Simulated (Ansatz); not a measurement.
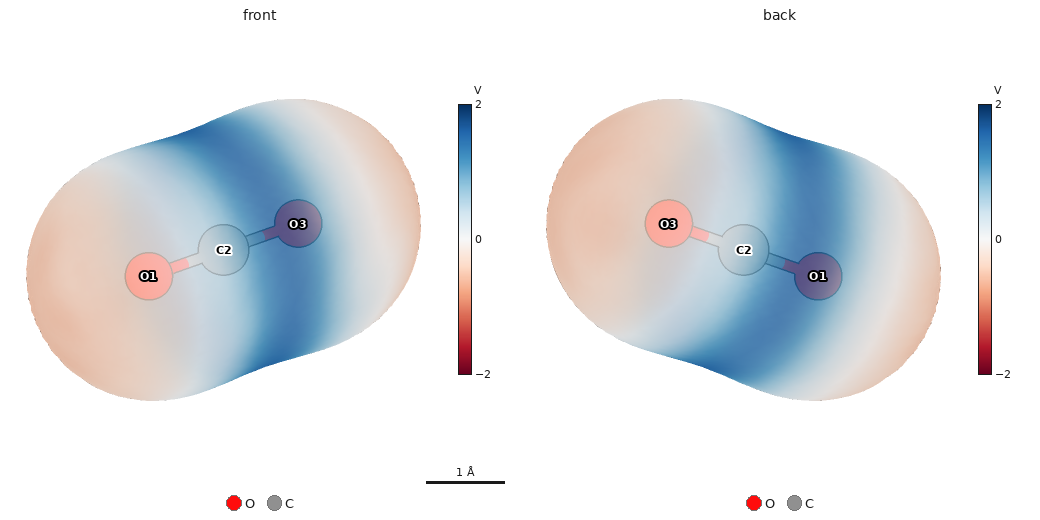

The picture shows: CO2. The electrostatic potential painted on the density surface at 0.002 e/bohr³, seen from the front and from behind; red is negative and blue positive.

Geometry: PBE0-D4/def2-TZVP.

Theory: RKS PBE0-D4/def2-TZVPPD (Ansatz 0.2.0).

| atom | x (Å) | y (Å) | z (Å) |
| --- | --- | --- | --- |
| O | -0.3445 | -0.6699 | -2.9904 |
| C | -0.0257 | 0.2804 | -2.4141 |
| O | 0.2935 | 1.2319 | -1.8380 |

**Describe the electrostatic potential map.**

The most negative region (about −0.6 V, or −14 kcal/mol for a unit charge) lies over O1 and O3, the most positive (about +1.6 V, or +37 kcal/mol for a unit charge) over C2.
